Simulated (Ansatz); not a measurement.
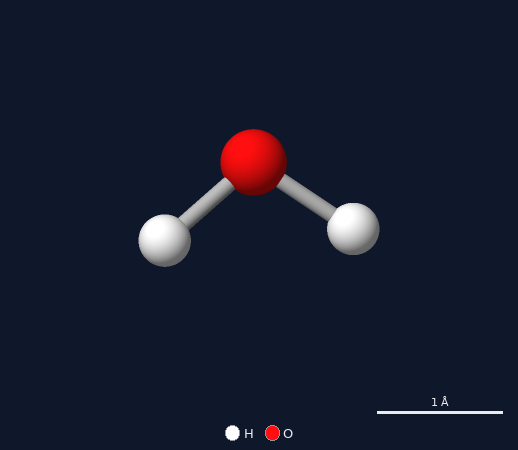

A ball-and-stick model of a molecule. Every bond is drawn as one stick, whatever its order.

Computed geometry: PBE0-D4/def2-TZVP optimisation.

What does the picture show?

Formula H2O. The point group is C2v. Coordination: 1 O bent.

More results for the same structure follow; atom numbers are the same in all pictures, views and colours differ.

Geometry

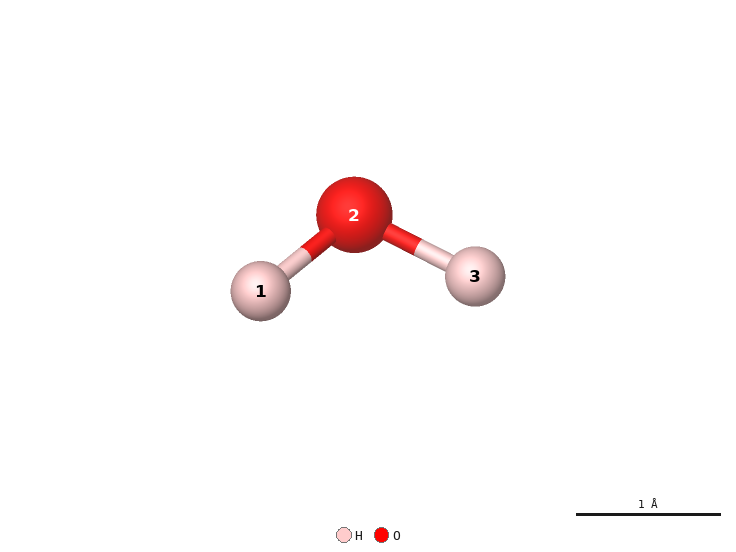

Atoms carry their numbers in the input.

Which atoms are bonded, and how long are the bonds?

```tsv
bond	length (Å)
H1–O2	0.959
O2–H3	0.960
```

Dipole moment

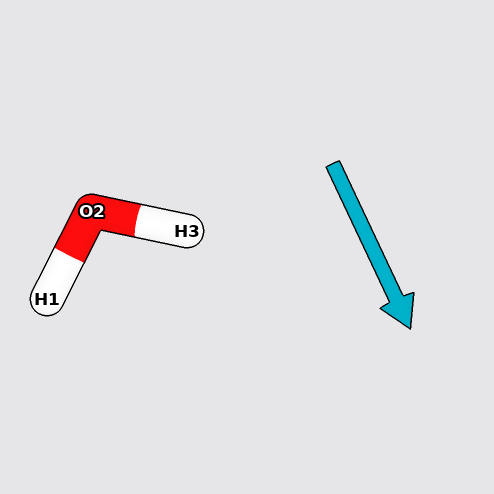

The arrow beside the molecule shows the direction of the dipole moment, from the negative to the positive end (its length means nothing). Level of theory: RKS PBE0-D4/def2-TZVP (Ansatz 0.2.0).

Estimate the dipole moment.

2.07 D; it points from the side of O2 to the side of H1, H3 (the outermost atoms at the two ends).

Vibrations

Harmonic vibrations computed with RKS PBE0-D4/def2-TZVP (Ansatz 0.2.0) at a stationary point of the same level.

How many vibrational modes are there, and where do they lie?

3 modes: 1623, 3852, 3960 cm⁻¹.

Electronic properties

Level of theory: RKS PBE0-D4/def2-TZVPP (Ansatz 0.2.0).

Computed properties:

- HOMO energy (Kohn–Sham orbital): −8.90 eV
- LUMO energy (Kohn–Sham orbital): 0.85 eV
- HOMO–LUMO gap: 9.75 eV
